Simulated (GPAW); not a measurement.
# La L₃ ELNES/XANES of La2O3 (P-3m1) from DFT, part 2 of 4

Aim: the dependence of the La L₃ near-edge features of La2O3 (P-3m1) on volume.

GPAW 26.7.0; X-ray absorption from dipole matrix elements to empty bands, plane-wave PAW PBE.

So far. Step 2 (The field without a hole): The mesh shows a gap of 3.94 eV, so the hole is first treated in a charged cell, without the excited electron.

### 4. Spectrum with FCH, La atom 1

The holes are 6.8 Å apart. In GPAW the data set carries the hole's charge, so charge=0 means a charged cell and charge=-1 a neutral one. The excited electron is left out and a uniform background balances the charge. After the field has converged, empty bands are computed with the density fixed and the dipole matrix elements are summed.

The absorber has 3 O at 2.36 Å, 1 O at 2.44 Å and 3 O at 2.72 Å (7-fold, site symmetry 3m).

xas.py

```python
import numpy as np
from ase import Atoms
from ase.parallel import parprint, paropen
from gpaw import GPAW, PW, FermiDirac, Mixer, MixerDif, setup_paths
from gpaw.test import gen
setup_paths.insert(0, '.')
gen('La', name='fch2p', xcname='PBE', corehole=(2, 1, 1), write_xml=True)
from gpaw.mpi import world
world.barrier()

atoms = Atoms('La6O9',
    cell=[[-5.89616682, 3.4041535, 0],
     [-5.89616682, -3.4041535, 0],
     [3.93077788, 0, 6.11195352]],
    scaled_positions=[[0.41541189, 0.74874523, 0.24623568],
     [0.74874523, 0.08207856, 0.24623568],
     [0.08207856, 0.41541189, 0.24623568],
     [0.25125477, 0.91792144, 0.75376432],
     [0.58458811, 0.25125477, 0.75376432],
     [0.91792144, 0.58458811, 0.75376432],
     [0, 0, 0],
     [0.33333333, 0.33333333, 0],
     [0.66666667, 0.66666667, 0],
     [0.54863022, 0.88196355, 0.64589065],
     [0.88196355, 0.21529688, 0.64589065],
     [0.21529688, 0.54863022, 0.64589065],
     [0.11803645, 0.78470312, 0.35410935],
     [0.45136978, 0.11803645, 0.35410935],
     [0.78470312, 0.45136978, 0.35410935]],
    pbc=True)
atoms.calc = calc = GPAW(legacy_gpaw=True, mode=PW(500), xc='PBE', setups={0: 'fch2p'},
    kpts={'size': (3, 3, 3), 'gamma': True}, occupations=FermiDirac(0.02),
    charge=0, mixer=Mixer(0.1, 5, 50), maxiter=150,
    convergence={'density': 0.0001}, txt='scf.txt')
energy = atoms.get_potential_energy() + calc.get_reference_energy()
ef = calc.get_fermi_level()
out = dict(energy=energy, fermi=ef, forces=atoms.get_forces().tolist())
parprint(f'all-electron energy {energy:.4f} eV, Fermi level {ef:.4f} eV')
ev = np.array([[calc.get_eigenvalues(k, s) for k in range(len(calc.get_ibz_k_points()))] for s in range(calc.get_number_of_spins())])
out['homo'], out['lumo'], out['counts'] = ev[ev < ef].max(), ev[ev > ef].min(), sorted(set((ev < ef).sum((0, 2)).tolist()))
out['filled'] = (ev[:, 0] < ef).sum(1).tolist()

from ase.units import Ha
from gpaw.xas import dipole_matrix_elements
nb = int(calc.get_number_of_electrons() / 2) + 179
top, nb = nb, nb + 8 + nb // 12
nscf = calc.fixed_density(kpts={'size': (3, 3, 3), 'gamma': True}, nbands=nb,
    convergence={'bands': top, 'eigenstates': 1e-5}, maxiter=60, txt='nscf.txt')
cell = atoms.cell.array
ops = [cell.T @ U.T @ np.linalg.inv(cell.T) for U in nscf.wfs.kd.symmetry.op_scc]
filled = [60]  # bands filled in the ground state, by spin
E = np.arange(-6, 34, 0.1)
fwhm = np.interp(E, [4, 25], [3.41, 3.5])
Y, X, zero, highest = 0, 0, 1e9, 1e9
for spin in range(nscf.get_number_of_spins()):
    wfs = nscf.wfs
    A = dipole_matrix_elements(wfs.setups[0])
    eps = np.zeros((wfs.kd.nibzkpts, nb))
    d = np.zeros((3, A.shape[1], wfs.kd.nibzkpts, nb), complex)
    for kpt in wfs.kpt_u:
        if kpt.s == spin and 0 in kpt.P_ani:
            eps[kpt.k] = kpt.eps_n * Ha
            d[:, :, kpt.k] = (kpt.weight * wfs.nspins / 2) ** 0.5 * np.inner(A, kpt.P_ani[0])
    world.sum(eps)
    world.sum(d)
    T = np.einsum('amkn,bmkn->abkn', d, d.conj()).real
    T = sum(np.einsum('ai,ijkn,bj->abkn', R, T, R) for R in ops) / len(ops)
    empty = np.ones_like(eps, bool) & (np.arange(nb) >= filled[spin])
    zero, highest = min(zero, eps[empty].min()), min(highest, eps[:, top - 1].min())
    lines = [(eps, T, empty)] if spin == 0 else lines + [(eps, T, empty)]
for eps, T, empty in lines:
    f = np.einsum('aakn->akn', T).reshape(3, -1)
    x = eps.ravel() - zero
    w = np.interp(x, E, fwhm) / 2.35482
    g = np.exp(-0.5 * ((E[:, None] - x) / w) ** 2) / (w * (2 * np.pi) ** 0.5)
    Y = Y + (f * empty.ravel()) @ g.T
    X = X + (f * ~empty.ravel()) @ g.T
out.update(E=E.round(2).tolist(), xas=Y.tolist(), xes=X.tolist(), zero=zero, valid=highest - zero, nk=len(eps), nb=nb)
for i in range(0, len(E), 10):
    parprint(f'{E[i]:7.2f}', *(f'{v:10.3e}' for v in Y[:, i]))
import json
with paropen('out.json', 'w') as f:
    json.dump(out, f)
```

Launch:

```sh
$ OMP_NUM_THREADS=1 mpirun -n 2 gpaw python xas.py
```

Numbers of over 12 decimals in the logs are rounded to 6 here.

The program printed:

```text
Input parameters:
  convergence: {density: 0.0001}
  kpts: {gamma: True,
         size: (3, 3, 3)}
  maxiter: 150
  mixer: {backend: pulay,
          beta: 0.1,
          method: separate,
          nmaxold: 5,
          weight: 50}
  mode: {ecut: 500.0,
         name: pw}
  occupations: {fixmagmom: False,
                name: fermi-dirac,
                width: 0.02}
  setups: {0: fch2p}
  xc: PBE

Initialize ...

[... PAW data sets ...]

Reference energy: -1399328.090027  # eV

Spin-paired calculation

[... convergence settings ...]
Symmetries present (total): 1
  [... symmetry matrices ...]

27 k-points: 3 x 3 x 3 Monkhorst-Pack grid
14 k-points in the irreducible part of the Brillouin zone
       k-points in crystal coordinates                weights
   0:     0.00000000    0.00000000    0.00000000          1/27
   1:     0.00000000    0.00000000    0.33333333          2/27
   2:     0.00000000    0.33333333   -0.33333333          2/27
   3:     0.00000000    0.33333333    0.00000000          2/27
   4:     0.00000000    0.33333333    0.33333333          2/27
   5:     0.33333333   -0.33333333   -0.33333333          2/27
   6:     0.33333333   -0.33333333    0.00000000          2/27
   7:     0.33333333   -0.33333333    0.33333333          2/27
   8:     0.33333333    0.00000000   -0.33333333          2/27
   9:     0.33333333    0.00000000    0.00000000          2/27
          ...
  13:     0.33333333    0.33333333    0.33333333          2/27

Wave functions: Plane wave expansion
  Cutoff energy: 500.000 eV
  Number of coefficients (min, max): 6219, 6244
  Pulay-stress correction: 0.000000 eV/Ang^3 (de/decut=0.000000)
  Using FFTW library
  Wavefunction extrapolation:
    Improved wavefunction reuse through dual PAW basis

Occupation numbers: Fermi-Dirac:
  width: 0.0200  # eV

Eigensolver
   Davidson(niter=2)

Densities:
  Coarse grid: 36*36*40 grid
  Fine grid: 72*72*80 grid
  Total Charge: 1.000000

Density mixing:
  Method: separate
  Backend: pulay
  Linear mixing parameter: 0.1
  old densities: 5
  Width of damping distribution: 1.1
  Damping of long wavelength oscillations: 50

[... Hamiltonian set-up ...]
Number of atoms: 15
Number of atomic orbitals: 146
Number of bands in calculation: 76
Number of valence electrons: 120
Bands to converge: occupied

... initialized

Initializing position-dependent things.

Density initialized from atomic densities
Creating initial wave functions:
  76 bands from LCAO basis set

              La       La
                   O
                 La
             O        O
              O    La  O

             La  O    La
        O         O         O

Atomic positions and initial magnetic moments

Positions:
   0 La    -5.896167   -1.134718    1.504981    ( 0.0000,  0.0000,  0.0000)
   1 La    -3.930778    2.269436    1.504981    ( 0.0000,  0.0000,  0.0000)
   2 La    -1.965389   -1.134718    1.504981    ( 0.0000,  0.0000,  0.0000)
   3 La    -3.930778   -2.269436    4.606972    ( 0.0000,  0.0000,  0.0000)
   4 La    -1.965389    1.134718    4.606972    ( 0.0000,  0.0000,  0.0000)
   5 La    -5.896167    1.134718    4.606972    ( 0.0000,  0.0000,  0.0000)
   6 O      0.000000    0.000000    0.000000    ( 0.0000,  0.0000,  0.0000)
[...]
12 O     -3.930778   -2.269436    2.164300    ( 0.0000,  0.0000,  0.0000)
  13 O     -1.965389    1.134718    2.164300    ( 0.0000,  0.0000,  0.0000)
  14 O     -5.896167    1.134718    2.164300    ( 0.0000,  0.0000,  0.0000)

Unit cell:
           periodic     x           y           z      points  spacing
  1. axis:    yes   -5.896167    3.404154    0.000000    36     0.1559
  2. axis:    yes   -5.896167   -3.404154    0.000000    36     0.1559
  3. axis:    yes    3.930778    0.000000    6.111954    40     0.1528

  Lengths:   6.808307   6.808307   7.266842
  Angles:  117.933742 117.933742  60.000000

Effective grid spacing dv^(1/3) = 0.1679

iter:   1  -157.189669
iter:   2  -148.121812   +0.07  -0.85
iter:   3  -140.553079   +0.77  -0.96
iter:   4  -141.462999   +0.11  -1.32
iter:   5  -141.868350   -0.31  -1.40
iter:   6  -142.235027   -0.26  -1.52
iter:   7  -142.149129   -0.75  -1.91
iter:   8  -142.029260   -1.04  -2.02
iter:   9  -142.105604   -1.38  -2.41
iter:  10  -142.043409   -1.71  -2.22
iter:  11  -142.048525   -1.99  -2.55
iter:  12  -142.053697c  -2.44  -2.58
iter:  13  -142.053596c  -2.29  -2.61
iter:  14  -142.053319c  -2.52  -2.65
iter:  15  -142.051097c  -3.21  -2.89
iter:  16  -142.050506c  -3.31  -3.07
iter:  17  -142.050567c  -3.68  -3.18
iter:  18  -142.050490c  -4.04  -3.29
iter:  19  -142.050516c  -4.48  -3.82
iter:  20  -142.050520c  -4.85  -3.98
iter:  21  -142.050523c  -4.99  -4.13c
iter:  22  -142.050528c  -5.19  -4.27c
iter:  23  -142.050527c  -5.65  -4.33c
iter:  24  -142.050528c  -5.96  -4.48c
iter:  25  -142.050530c  -5.81  -4.52c
iter:  26  -142.050528c  -5.72  -4.37c
iter:  27  -142.050529c  -6.28  -4.75c
iter:  28  -142.050528c  -6.25  -4.71c
iter:  29  -142.050528c  -6.62  -4.77c
iter:  30  -142.050528c  -6.90  -5.05c
iter:  31  -142.050528c  -7.46c -4.97c

Converged after 31 iterations.

Dipole moment: (-0.584423, -0.213238, -0.395008) |e|*Ang

Energy contributions relative to reference atoms: (reference = -1399328.090027)

Kinetic:        +98.423665
Potential:     -116.964057
External:        +0.000000
XC:            -120.931867
Entropy (-ST):   +0.000000
Local:           -2.578269
SIC:             +0.000000
--------------------------
Free energy:   -142.050528
Extrapolated:  -142.050528

Showing only first 2 kpts
 Kpt  Band  Eigenvalues  Occupancy
  0    58      8.00661    2.00000
  0    59      8.10374    2.00000
  0    60     11.55764    0.00000
  0    61     11.55778    0.00000

  1    58      7.99194    2.00000
  1    59      8.05150    2.00000
  1    60     11.48968    0.00000
[...]
Fermi level: 9.96310

Gap: 3.341 eV
Transition (v -> c):
  (s=0, k=2, n=59, [0.00, 0.33, -0.33]) -> (s=0, k=1, n=60, [0.00, 0.00, 0.33])
Direct/indirect transitions are different
Direct gap: 3.426 eV
Transition at: (s=0, k=8, n=59, [0.33, 0.00, -0.33])

Forces in eV/Ang:
  0 La    0.00021   -0.00034    1.37860
  1 La    0.00024   -0.00043   -0.03372
  2 La    0.00017   -0.00045   -0.11549
  3 La    0.19767   -0.17058    0.08974
  4 La   -0.24729   -0.08535    0.08970
  5 La    0.04900    0.25735    0.08975
  6 O     0.03226    0.75341    0.52419
[...]
12 O    -1.29218    0.75108   -0.55893
 13 O     1.29755    0.74445   -0.55889
 14 O    -0.00295   -1.49473   -0.55888
Scalar-relativistic atomic PBE calculation for La (Lanthanum, Z=57)
Core hole in 2p state (2p occupation: 5.0)
900 radial gridpoints.
|------------------------------------------------|
|------------------------------------------------|
[... the atom generator's iteration count ...]

Energy contributions:
-------------------------
Kinetic:    +8757.744420
XC:          -196.242691
Potential: -16844.608129
-------------------------
Total:      -8283.106399

state      eigenvalue         ekin         rmax
-----------------------------------------------
1s^2.0 : -1431.597470  1828.821040        0.016
2s^2.0 :  -232.197095   390.953386        0.091
2p^5.0 :  -209.464661   363.991211        0.073
3s^2.0 :   -50.778655   118.562596        0.258
3p^6.0 :   -43.384160   109.627506        0.251
3d^10.0:   -32.753702   101.634116        0.206
4s^2.0 :   -10.767859    36.458490        0.598
4p^6.0 :    -8.305463    32.107910        0.622
4d^10.0:    -4.699289    25.861901        0.649
5s^2.0 :    -1.895350     8.541045        1.363
5p^6.0 :    -1.245747     6.578211        1.514
5d^1.0 :    -0.427543     3.319703        1.963
6s^2.0 :    -0.360411     1.476809        3.372
-----------------------------------------------
(units: Bohr and Hartree)

Generating PAW setup
Kinetic energy of the core from tauc = 9034.300213607246
Cutoffs:
rc(s)=2.300
rc(p)=2.000
rc(d)=1.900
rc(vbar)=1.710
rc(comp)=1.900
rc(nct)=2.300

Kinetic energy of the core states: 8694.919746
Charge: 1.0
Core electrons: 45.0
Valence electrons: 11.0
Pseudo-core charge: 0.180461
Shape function alpha=2.770
Pseudo-electron charge 12.692668
state    eigenvalue         norm
--------------------------------
5s(2) :    -1.895350     1.398752
6s(2) :    -0.360411     1.058425
5p(6) :    -1.245747     1.100152
*p    :    -0.245747
5d(1) :    -0.427543     0.996940
*d    :     0.572457
--------------------------------

Diagonalizing with gridspacing h=0.050

state   all-electron     PAW
-------------------------------
5s:      -1.895350    -1.896295
5p:      -1.245747    -1.246764
5d:      -0.427543    -0.428053
*f:                   -0.052306
-------------------------------
all-electron energy -1399470.1406 eV, Fermi level 9.9631 eV
[...]
31.00  1.768e-06  1.768e-06  1.593e-06
  32.00  1.814e-06  1.814e-06  1.690e-06
  33.00  1.828e-06  1.828e-06  1.735e-06
```

The job ended after 12 min (2 MPI ranks of Arm Neoverse V1, shared host; peak memory 0.79 GiB; 23 min of CPU time).

The La L₃ spectrum, La atom 1, full core hole (charged cell) (energy from the lowest empty level; intensity scaled to a mean of 1 over the first 20 eV; polarised curves are means over the symmetry-equivalent atoms):

| E (eV) | isotropic | ε ⊥ c | ε ∥ c |
| --- | --- | --- | --- |
| -2.0 | 0.44 | 0.43 | 0.45 |
| -0.5 | 1.57 | 1.52 | 1.67 |
| 1.0 | 2.68 | 2.62 | 2.81 |
| 2.5 | 2.81 | 2.86 | 2.70 |
| 4.0 | 1.97 | 2.06 | 1.78 |
| 5.5 | 1.02 | 1.06 | 0.94 |
| 7.0 | 0.48 | 0.47 | 0.50 |
| 8.5 | 0.31 | 0.28 | 0.38 |
| 10.0 | 0.35 | 0.33 | 0.38 |
| 11.5 | 0.44 | 0.45 | 0.44 |
| 13.0 | 0.53 | 0.53 | 0.52 |
| 14.5 | 0.59 | 0.58 | 0.59 |
| 16.0 | 0.61 | 0.60 | 0.63 |
| 17.5 | 0.61 | 0.61 | 0.60 |
| 19.0 | 0.59 | 0.60 | 0.55 |
| 20.5 | 0.55 | 0.55 | 0.53 |
| 22.0 | 0.50 | 0.48 | 0.55 |
| 23.5 | 0.48 | 0.44 | 0.57 |
| 25.0 | 0.48 | 0.45 | 0.55 |
| 26.5 | 0.52 | 0.51 | 0.54 |
| 28.0 | 0.59 | 0.60 | 0.57 |
| 29.5 | 0.70 | 0.73 | 0.65 |

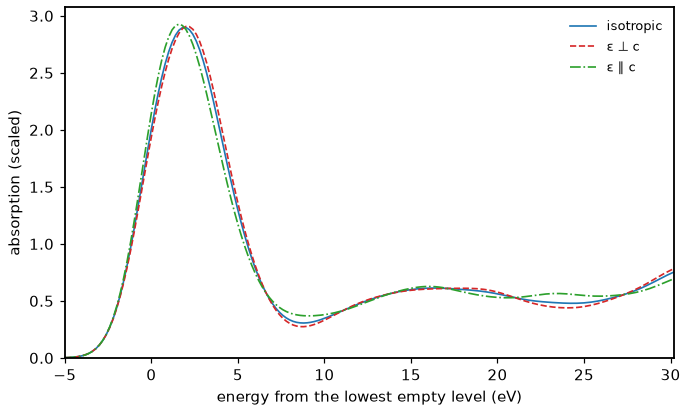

The La L₃ edge, La atom 1, full core hole (charged cell): main maxima at 2.0 and 16.4 eV.

Main maxima below 29 eV (height): 2.0 eV (2.90) and 16.4 eV (0.61). At an L edge the dipole rule selects empty d (and weakly s) states on the absorber, and the strong line at the onset measures the empty part of its d band.

The energy difference (zero at 5599 eV) isn't read as a photon energy: for so heavy an absorber the terms left out (core spin–orbit splitting, the hole's spin, the functional's error) amount to tens of eV or more.

### 5. Reference energy of the supercell

The cell changes for the next run, so it gets a reference energy of its own.

The cell differs from the one that the last finished run ended in (a 6.808 → 6.598 Å, b 6.808 → 6.598 Å, c 7.267 → 7.042 Å).

scf.py

```python
import numpy as np
from ase import Atoms
from ase.parallel import parprint, paropen
from gpaw import GPAW, PW, FermiDirac, Mixer, MixerDif, setup_paths
from gpaw.test import gen
setup_paths.insert(0, '.')
gen('La', name='nch2p', xcname='PBE', corehole=(2, 1, 0), write_xml=True)
from gpaw.mpi import world
world.barrier()

atoms = Atoms('La6O9',
    cell=[[-5.71369289, 3.29880213, 0],
     [-5.71369289, -3.29880213, 0],
     [3.80912859, 0, 5.92280144]],
    scaled_positions=[[0.41541189, 0.74874523, 0.24623568],
     [0.74874523, 0.08207856, 0.24623568],
     [0.08207856, 0.41541189, 0.24623568],
     [0.25125477, 0.91792144, 0.75376432],
     [0.58458811, 0.25125477, 0.75376432],
     [0.91792144, 0.58458811, 0.75376432],
     [0, 0, 0],
     [0.33333333, 0.33333333, 0],
     [0.66666667, 0.66666667, 0],
     [0.54863022, 0.88196355, 0.64589065],
     [0.88196355, 0.21529688, 0.64589065],
     [0.21529688, 0.54863022, 0.64589065],
     [0.11803645, 0.78470312, 0.35410935],
     [0.45136978, 0.11803645, 0.35410935],
     [0.78470312, 0.45136978, 0.35410935]],
    pbc=True)
atoms.calc = calc = GPAW(legacy_gpaw=True, mode=PW(500), xc='PBE', setups={0: 'nch2p'},
    kpts={'size': (3, 3, 3), 'gamma': True}, occupations=FermiDirac(0.02),
    charge=0, mixer=Mixer(0.1, 5, 50), maxiter=150,
    convergence={'density': 0.0001}, txt='scf.txt')
energy = atoms.get_potential_energy() + calc.get_reference_energy()
ef = calc.get_fermi_level()
out = dict(energy=energy, fermi=ef, forces=atoms.get_forces().tolist())
parprint(f'all-electron energy {energy:.4f} eV, Fermi level {ef:.4f} eV')
ev = np.array([[calc.get_eigenvalues(k, s) for k in range(len(calc.get_ibz_k_points()))] for s in range(calc.get_number_of_spins())])
out['homo'], out['lumo'], out['counts'] = ev[ev < ef].max(), ev[ev > ef].min(), sorted(set((ev < ef).sum((0, 2)).tolist()))
out['filled'] = (ev[:, 0] < ef).sum(1).tolist()
import json
with paropen('out.json', 'w') as f:
    json.dump(out, f)
```

Launch:

```sh
$ OMP_NUM_THREADS=1 mpirun -n 2 gpaw python scf.py
```

The program printed:

```text
Input parameters:
  convergence: {density: 0.0001}
  kpts: {gamma: True,
         size: (3, 3, 3)}
  maxiter: 150
  mixer: {backend: pulay,
          beta: 0.1,
          method: separate,
          nmaxold: 5,
          weight: 50}
  mode: {ecut: 500.0,
         name: pw}
  occupations: {fixmagmom: False,
                name: fermi-dirac,
                width: 0.02}
  setups: {0: nch2p}
  xc: PBE

Initialize ...

[...]
6s(2) :    -0.135137     1.050534
5p(6) :    -0.823504     1.097737
*p    :     0.176496
5d(1) :    -0.113687     0.994766
*d    :     0.886313
--------------------------------

Diagonalizing with gridspacing h=0.050

state   all-electron     PAW
-------------------------------
5s:      -1.429070    -1.429911
5p:      -0.823504    -0.824371
5d:      -0.113687    -0.113988
*f:                    0.053042
-------------------------------
all-electron energy -1405055.7325 eV, Fermi level 10.4788 eV
[key lines of the parts left out:]
Converged after 34 iterations.
Dipole moment: (-0.111410, -0.056169, -0.070832) |e|*Ang
Free energy:   -120.369168
Fermi level: 10.47883
```

Run time: 4.4 min. Hardware: 2 MPI ranks; peak memory 0.45 GiB; 8.8 min of CPU time.

Reference energy: -1405055.732 eV with the cores included.

(Part 2 of 4 ends here.)

[Banner, clock and machine lines of the logs are left out without a mark of their own.]

[Logs are printed without paths, hosts, clocks, repeated set-up lines and the standing remarks that a program may print on its own settings, such as how far it seeks lower states.]

[Hosts, paths, dates, database ids (printed as entryN), source tags and the programs' standing remarks are cut or masked in the printed files.]

[Lists of maxima count a maximum above −3 eV only where it reaches 4 % of the highest in the window and stands out from its surroundings by 2 % of it (1.5 % where it reaches 55 %); shoulders and weaker maxima are passed over, and of the rest the first, up to two pre-edge ones and the few strongest are named.]
